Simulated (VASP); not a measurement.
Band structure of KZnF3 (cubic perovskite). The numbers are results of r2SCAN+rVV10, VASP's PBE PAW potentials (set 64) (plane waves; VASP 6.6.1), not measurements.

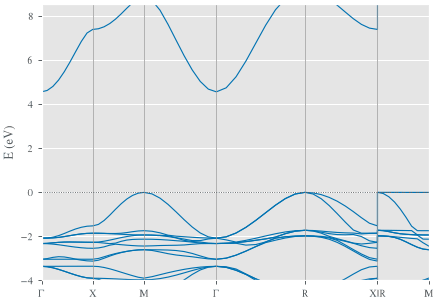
Fig. 1. Bands along high-symmetry lines, zero at the valence-band maximum or, without a gap, the Fermi level

Problem. Read the plot: is there a gap, and where are the band edges?

Solution. The gap is indirect, 4.56 eV, from the valence maximum at R to the conduction minimum at Γ.

The compound is KZnF3 in the cubic perovskite structure. It was relaxed first.
